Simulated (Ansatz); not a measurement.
## Electronic structure of FGeH3O3···H (doublet) in real space

Input file:

```
crystal:
  periodic: [false, false, false]
  atoms:
    - { symbol: Ge, position_ang: [-0.012526, -0.010923, -0.082757] }
    - { symbol: F, position_ang: [-0.015843, -0.017443, 1.625319] }
    - { symbol: O, position_ang: [1.634732, -0.001007, -0.651362] }
    - { symbol: H, position_ang: [1.970986, -0.899542, -0.750139] }
    - { symbol: O, position_ang: [-0.81562, 1.434201, -0.638924] }
    - { symbol: H, position_ang: [-1.733656, 1.246718, -0.867617] }
    - { symbol: O, position_ang: [-0.856227, -1.471193, -0.578999] }
    - { symbol: H, position_ang: [-1.264411, -1.927832, 0.166466] }
    - { symbol: H, position_ang: [-3.5e-05, -0.001479, 3.754912] }
magnetization:
  spin_polarized: true
  initial_magnetization: 1
basis:
  gaussian: { orbitals: def2-SVP }
hamiltonian:
  xc: pbe0
relax:
  f_tol: 0.03
  max_steps: 50
output:
  orbitals: {}
```

Command:

```sh
ansatz run input.yaml --threads 4 --pin off --max-ram 5120MiB --backend cpu --events-out ev --progress --plain --runs-dir out
```

The fields are those of the run's last geometry, not of the input's.

Computed with Ansatz, UKS PBE0/def2-SVP.

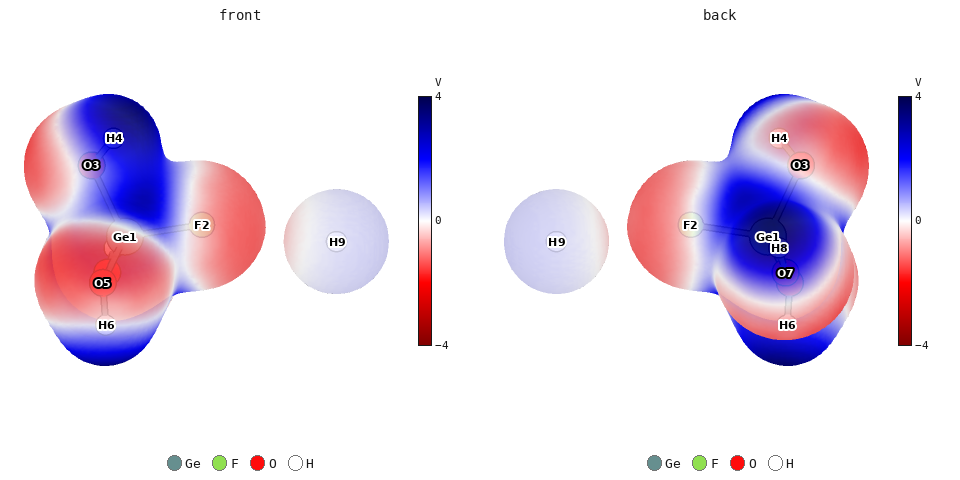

Figure 1. The electrostatic potential painted on the density surface at 0.004 e/bohr³, seen from the front and from behind; red is negative and blue positive.

**Describe the electrostatic potential map.**

The most negative region (about −1.5 V) lies over O3 and O5, the most positive (about +3.6 V) over H4, H6 and H8.

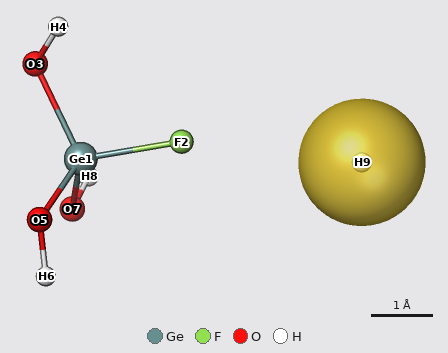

Figure 2. The HOMO (α) at ±0.2 Å⁻³ᐟ² (yellow and cyan are the two phases), seen across its widest extent.

**Where does this orbital lie, and at what energy?**

By Hirshfeld shares it lies mainly on H9 (about 100 %). Its energy is −8.70 eV.

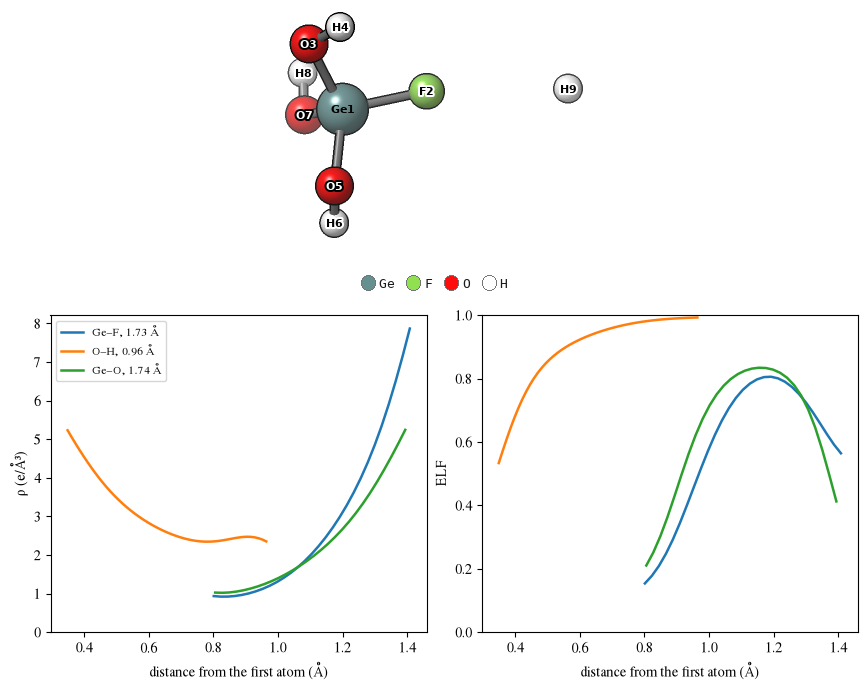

Figure 3. Total electron density and electron localisation function along straight lines between neighbouring atoms. The curves leave out the atomic cores. The structure is drawn too.

**Compare the contacts.**

Ge–F (1.73 Å): ρ at the midpoint is about 0.94 e/Å³; the ELF peaks at about 0.80 in the valence shell of F, 0.5 Å from its nucleus, and is about 0.25 at the midpoint.
O–H (0.96 Å): ρ at the midpoint is about 3.6 e/Å³; the ELF climbs to about 1 towards the hydrogen, as it does in any bond to H; a covalent bond by its length.
Ge–O (1.74 Å): ρ is about 1.1 e/Å³ halfway; the ELF peaks at about 0.85 in the valence shell of O, 0.6 Å from its nucleus, and is about 0.35 at the midpoint.

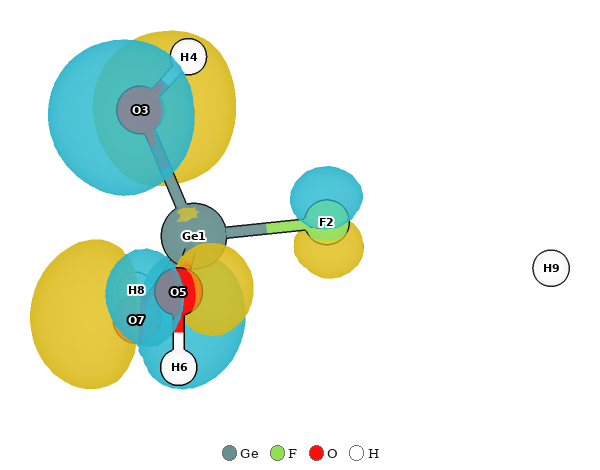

Figure 4. The HOMO−1 (β) at ±0.1 Å⁻³ᐟ² (yellow and cyan are the two phases), seen at a tilt.

**Describe this orbital and give its energy.**

By Hirshfeld shares it lies mainly on O3 (about 45 %), O7 (about 35 %), Ge1 (about 10 %) and O5 (about 5 %); largely a combination of lone pairs on O3, O7 and O5. Its energy is −9.60 eV.
